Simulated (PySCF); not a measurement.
| atom | x (Å) | y (Å) | z (Å) |
| --- | --- | --- | --- |
| C | 2.7073 | 0.0806 | 0.2607 |
| C | 1.6176 | 0.0987 | -0.2335 |
| C | 0.2883 | 0.1255 | -0.7964 |
| C | -0.5930 | 1.1977 | -0.1017 |
| Si | -1.4802 | -0.1322 | 0.9500 |
| C | -0.5339 | -1.1317 | -0.4044 |
| F | 0.2262 | -2.2182 | -0.0205 |
| H | 3.6688 | 0.0625 | 0.6790 |
| H | 0.3680 | 0.2609 | -1.8795 |
| H | -0.0070 | 1.9555 | 0.4133 |
| H | -1.2343 | 1.7088 | -0.8180 |
| H | -2.9383 | -0.1951 | 0.8805 |
| H | -0.9485 | -0.3291 | 2.2926 |
| H | -1.1419 | -1.4844 | -1.2442 |

Geometry: GFN2-xTB.

The calculation used PBE0/pcSseg-1, SCF density, gas phase, non-relativistic (PySCF 2.14.0).

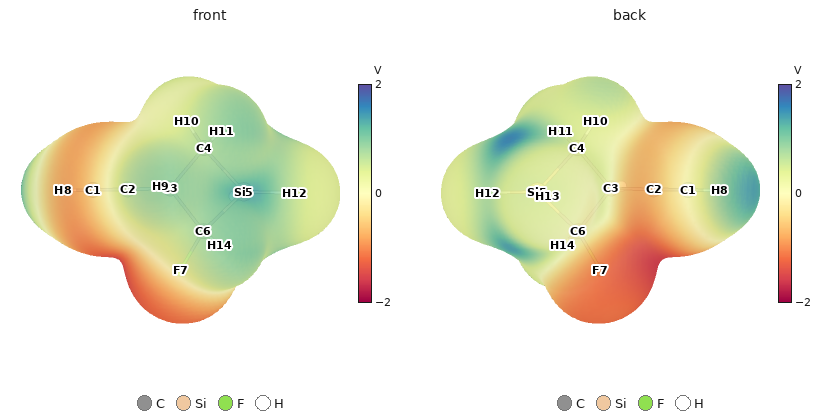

C₅H₇FSi. The electrostatic potential painted on the density surface at 0.002 e/bohr³, seen from the front and from behind; the colour scale runs from red (negative) to blue (positive).

Where is the surface potential most negative and most positive?

The most negative region (about −1.6 V, or −37 kcal/mol for a unit charge) lies over C1, C2 and F7, the most positive (about +1.5 V, or +35 kcal/mol for a unit charge) over Si5.
